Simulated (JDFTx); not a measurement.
| Quantity | Value |
|---|---|
| surface | TiAl3(101), Al outermost, slab composition Ti2Al7 |
| bulk | TiAl3, I4/mmm, lattice of mp-542915 (not re-optimised) |
| slab | 9 atoms in 9 planes, 1x1, 6.8 Å between the outermost planes |
| in-plane cell | 3.822 × 5.062 Å, 17.92 Å² |
| cell height | 23.0 Å |
| sampling | 6×6×1 k mesh, Fermi smearing 0.01 Ha, no spin polarisation |

Whether this polymorph is the ambient one wasn't checked. Neither spin polarisation nor a larger cell was tried.

All numbers are PBE, GBRV ultrasoft potentials, plane waves to 20/100 Ha results from JDFTx (a modified build), not measurements. Liquid on both sides: CANDLE, water, 0.5 M NaF; nuclei fixed. Potentials are on the SHE scale by the convention U = −μ/e − 4.44 V; references calibrated for a solvation model differ from this value.

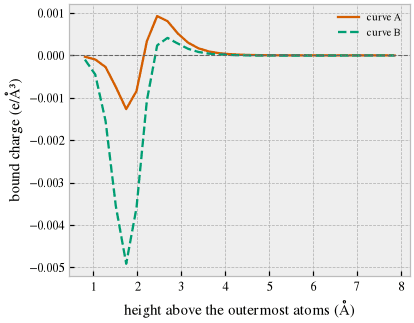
Fig. 1. Plane-averaged bound charge of the liquid for two states of the electrode

Problem. One curve is the neutral slab. Which, and what is the sign of the other's charge?

Solution. Curve A is neutral (potential of zero charge, -0.77 V). Curve B is positively charged, 5.3 μC/cm² at -0.45 V.
